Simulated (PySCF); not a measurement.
# C3H9NSi, triplet, SMILES `C[Si]N(C)C`: electronic structure

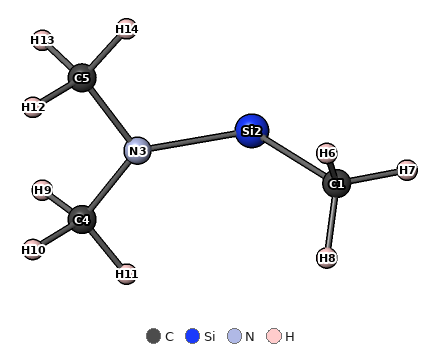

The molecule, with its atoms numbered as below. No frequency check shows the geometry to be a minimum.

Coordinates in Å:

```
C1      -2.2795    0.0010   -0.5796
Si2     -0.8476   -0.0010    0.6963
N3       0.7032    0.0000   -0.0989
C4       1.5022   -1.1942   -0.1643
C5       1.5017    1.1949   -0.1632
H6      -2.2301    0.8819   -1.2118
H7      -3.2289    0.0006   -0.0581
H8      -2.2298   -0.8818   -1.2127
H9       2.2090   -1.2634    0.6730
H10      2.0806   -1.1980   -1.0936
H11      0.8553   -2.0682   -0.1467
H12      2.0801    1.1998   -1.0925
H13      2.2084    1.2637    0.6742
H14      0.8545    2.0687   -0.1448
```

Part 1: Bonding charge

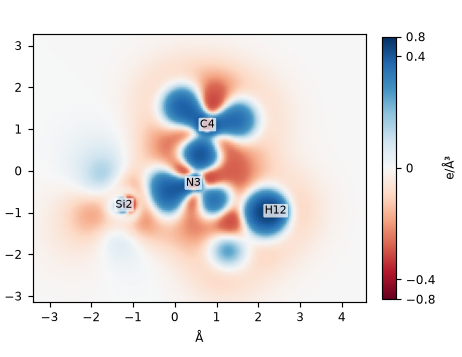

Deformation density (molecule less spherical, spin-averaged free atoms) in the plane of Si2, N3, C4 and H12; colour scale in e/Å³, logarithmic beyond ±0.1; blue: gain, red: loss.

Computed with PySCF, PBE0/def2-SVP, geometry: GFN2-xTB. The stability of the open-shell solution wasn't checked. This spin state may not be the molecule's ground state. GFN2-xTB doesn't know the spin state, so this open-shell geometry is rough.

> Describe the bonding that the map shows.

N3–C4: +0.31 e/Å³ at the bond critical point (bond length 1.44 Å, Mayer order 1.0). Si2–N3: +0.07 e/Å³ at the bond critical point (bond length 1.74 Å, Mayer order 1.1); up to 0.6 Å beside the axis the gain reaches +0.37 e/Å³. In all, 2.9 electrons gather in the regions of gain relative to the promolecule. A small or negative value marks a very polar bond, one between electron-rich atoms, whose free-atom densities already overlap strongly, a long bond to a heavier atom, or a closed-shell contact such as a hydrogen bond.

> Where do the Hirshfeld charges lie?

The highest Hirshfeld charge is on Si2 (+0.12 e), the lowest on C1 (−0.20 e).

Part 2: Local ionisation energy

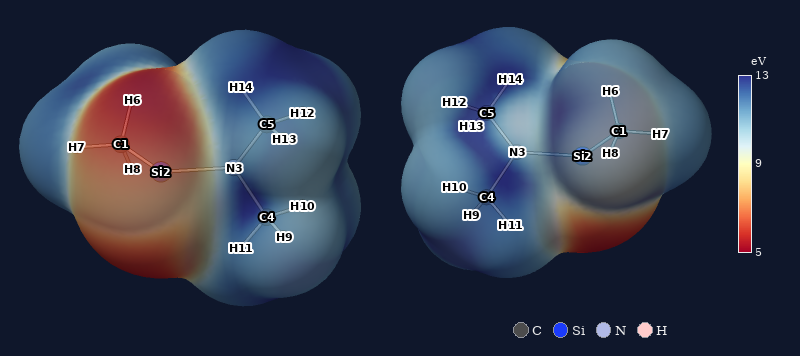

Average local ionisation energy on the surface of electron density 0.001 a.u. (back view left, front view right).

> Locate the minima of the map.

The lowest value is 5.3 eV, about equally far (2.5 Å) from Si2 and H14, and at like points elsewhere. Further minima include 9.7 eV, 1.9 Å from N3; 10.5 eV, 1.5 Å from H13; 10.7 eV, near H8 (1.79 Å), H6 (1.85 Å), C1 (1.94 Å) and H7 (1.95 Å). For comparison, the highest occupied orbital lies at −4.4 eV.

Part 3: Spin density

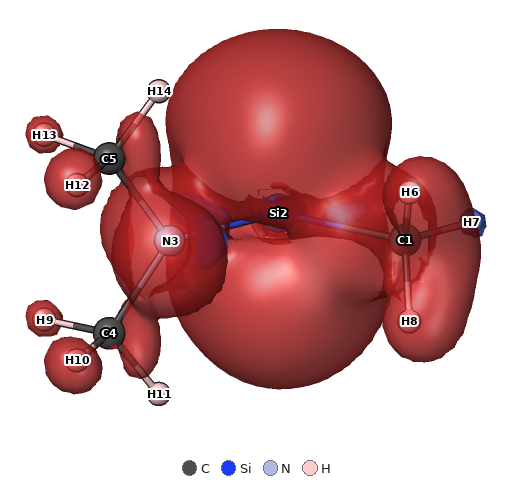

Spin density ρα − ρβ at ±0.01 e/Å³ (red: excess α, blue: excess β).

> Give the atomic spin populations that go with this picture.

Hirshfeld spin populations: Si2 +1.41, N3 +0.21 and C1 +0.17. ⟨S²⟩ = 2.00, as for a pure state.
